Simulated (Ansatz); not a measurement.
The calculation's input:

```
crystal:
  periodic: [false, false, false]
  atoms:
    - {symbol: Si, position_ang: [-0.024270, -0.081261, -2.200050]}
    - {symbol: H, position_ang: [-0.078734, -1.204868, -1.230684]}
    - {symbol: H, position_ang: [-0.844151, 1.051033, -1.705488]}
    - {symbol: H, position_ang: [-0.548408, -0.542629, -3.511719]}
    - {symbol: H, position_ang: [1.385697, 0.355652, -2.365365]}
    - {symbol: Si, position_ang: [0.410656, 0.102519, 1.804454]}
    - {symbol: O, position_ang: [-1.195486, 0.282598, 1.484497]}
    - {symbol: H, position_ang: [0.819606, -1.328543, 1.791759]}
    - {symbol: H, position_ang: [1.121671, 0.837698, 0.732602]}
    - {symbol: H, position_ang: [0.773427, 0.674744, 3.130183]}
    - {symbol: H, position_ang: [-1.819909, -0.146943, 2.069710]}
basis:
  gaussian: {orbitals: "def2-TZVPPD.json"}
hamiltonian: {xc: pbe0, dispersion: d4}
output: {orbitals: {seedname: orbitals}}
```

Run with:

```sh
ansatz run in.yaml --threads 4 --pin off --events-out ev --progress --plain --max-ram 9574MiB
```

Geometry: PBE0-D4/def2-TZVP.

Method: RKS PBE0-D4/def2-TZVPPD in Ansatz.

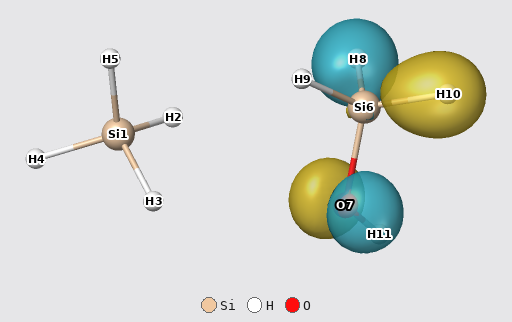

SiH4···H4OSi (SMILES [SiH4].[SiH3]O). The HOMO at ±0.2 Å⁻³ᐟ² (yellow and cyan are the two phases), seen at a tilt.

Question: Where does this orbital lie, and at what energy?

Answer: Its weight (Hirshfeld) is mainly on O7 (about 40 %), Si6 (about 25 %), H10 (about 20 %) and H8 (about 15 %). Its energy is −8.80 eV.
